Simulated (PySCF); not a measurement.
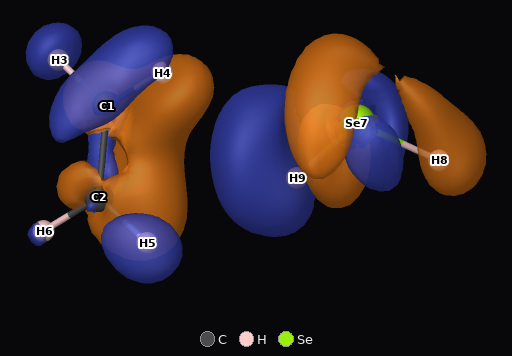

C$_{2}$H$_{6}$Se, SMILES `C=C.[SeH2]`. Density of the complex less the densities of the two fragments at the same geometry, ±0.001 e/Å³ (orange: gain, blue: loss). Fragment A: H4C2 (atoms 1–6); fragment B: H2Se.

Level of theory: CAM-B3LYP/def2-TZVP (PySCF), at a geometry from GFN2-xTB. GFN2-xTB bond lengths at metals and heavier atoms can be off by up to 0.1 Å and shapes distorted, which carries into these values.

The calculation's input:

```python
import numpy as np
from pyscf import gto, scf, dft
from pyscf.scf import atom_ks, atom_hf
from scipy.linalg import block_diag
from pyscf.dispersion import dftd3

def solve(mol, dm0=None, hcore=None):
    mf = (dft.UKS if mol.spin else dft.RKS)(mol, xc='camb3lyp')
    mf.grids.level = 3
    mf = mf.density_fit(auxbasis='def2-universal-jkfit')
    mf.conv_tol, mf.max_cycle = 1e-8, 80
    if hcore is not None:
        mf.get_hcore = lambda *args: hcore
    mf.kernel(dm0)
    if not mf.converged:
        mf = mf.newton().run(mf.mo_coeff, mf.mo_occ, max_cycle=30)
    assert mf.converged, 'SCF not converged'
    return mf

mol = gto.M(atom='''
C     -2.41740     0.67402    -0.01506
C     -2.67627    -0.61424     0.06843
H     -3.01191     1.34151    -0.61687
H     -1.59542     1.12617     0.52134
H     -2.08107    -1.27649     0.67776
H     -3.49879    -1.06859    -0.45983
Se     1.12597     0.02881     0.02312
H      2.25599    -0.70425    -0.47458
H      0.21021    -0.75647    -0.75407
''', basis='def2-tzvp', charge=0, spin=0, verbose=4)
mol_a = gto.M(atom='''
C     -2.41740     0.67402    -0.01506
C     -2.67627    -0.61424     0.06843
H     -3.01191     1.34151    -0.61687
H     -1.59542     1.12617     0.52134
H     -2.08107    -1.27649     0.67776
H     -3.49879    -1.06859    -0.45983
ghost-Se     1.12597     0.02881     0.02312
ghost-H      2.25599    -0.70425    -0.47458
ghost-H      0.21021    -0.75647    -0.75407
''', basis='def2-tzvp', charge=0, spin=0, verbose=4)
mol_b = gto.M(atom='''
ghost-C     -2.41740     0.67402    -0.01506
ghost-C     -2.67627    -0.61424     0.06843
ghost-H     -3.01191     1.34151    -0.61687
ghost-H     -1.59542     1.12617     0.52134
ghost-H     -2.08107    -1.27649     0.67776
ghost-H     -3.49879    -1.06859    -0.45983
Se     1.12597     0.02881     0.02312
H      2.25599    -0.70425    -0.47458
H      0.21021    -0.75647    -0.75407
''', basis='def2-tzvp', charge=0, spin=0, verbose=4)
ab, a, b = solve(mol), solve(mol_a), solve(mol_b)
e_int = ab.e_tot - a.e_tot - b.e_tot
print('counterpoise-corrected interaction energy / kcal/mol', e_int * 627.5095)
def disp(atoms, charge):
    m = gto.M(atom=atoms, charge=charge, basis='sto-3g', spin=None, unit='Bohr', verbose=0)
    return dftd3.DFTD3Dispersion(m, xc='camb3lyp', version='d3bj').get_dispersion()['energy']
e_disp = disp(mol._atom, mol.charge) - disp(mol._atom[:6], mol_a.charge) - disp(mol._atom[6:], mol_b.charge)
print('D3(BJ) part / kcal/mol', e_disp * 627.5095)
# spherically averaged free atoms, for the promolecule
atm = atom_ks.get_atm_nrks(mol, xc='camb3lyp')
pro = block_diag(*[(atm[a[0]][2] * atm[a[0]][3]) @ atm[a[0]][2].T for a in mol._atom])
np.savez('result.npz', e_int=e_int, e_disp=e_disp, dm_a=a.make_rdm1(), dm_b=b.make_rdm1(), c=ab.mo_coeff, occ=ab.mo_occ, eps=ab.mo_energy, pro=pro, d=[f.dip_moment(verbose=0) for f in (ab, a, b)])
```

Launched as:

```sh
OMP_NUM_THREADS=1 python input.py
```

The run took 35 s on 1 thread of Arm Neoverse V2, with other jobs on the host, peak memory 0.71 GiB.

Partitions, critical points and surface values were worked out afterwards from this run's density.

### Which way does charge flow?

Hirshfeld charges show almost no net transfer (under 0.005 e). By Hirshfeld charges, electrons gather most on Se7 (−0.006 e) and leave H9 most (+0.006 e); 0.03 e is displaced in all, which induces a dipole of 0.16 D.

### What is the interaction energy, and which contacts carry it?

The counterpoise-corrected interaction energy of the frozen fragments is +0.1 kcal/mol without dispersion correction and −1.2 kcal/mol with D3(BJ). The pair geometry is semi-empirical, not a minimum at this level. Contacts: H4···Se7, weak C–H hydrogen bond, 2.98 Å, ρ = 0.006 a.u.; C1···H9, 3.08 Å, ρ = 0.006 a.u., a bond path close to vanishing (ellipticity 3.3). The pose is a local one from a semi-empirical search, not shown to be the most stable.
